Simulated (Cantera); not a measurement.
Feed: 1 mol Si, 5.3 mol HF, a varied amount of H2, equilibrated at 875 K and 0.0825 Torr.

Equilibrium computed with Cantera from the NASA thermochemical tables; the gas is ideal and each condensed phase is pure. Candidate condensed phases: Si; 25 gas species. The numbers say what is thermodynamically allowed, not how fast it happens.

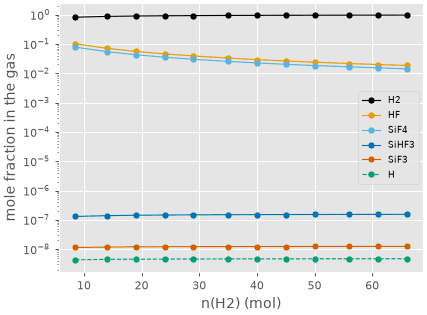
Figure. Equilibrium gas composition (values under 1e-9 drawn at 1e-9)

Task: Read off the mole fractions at 29 mol H2.

Result: H2 about 0.93, HF about 0.039, SiF4 about 0.030, SiHF3 about 1.5e-7, SiF3 about 1.2e-8.
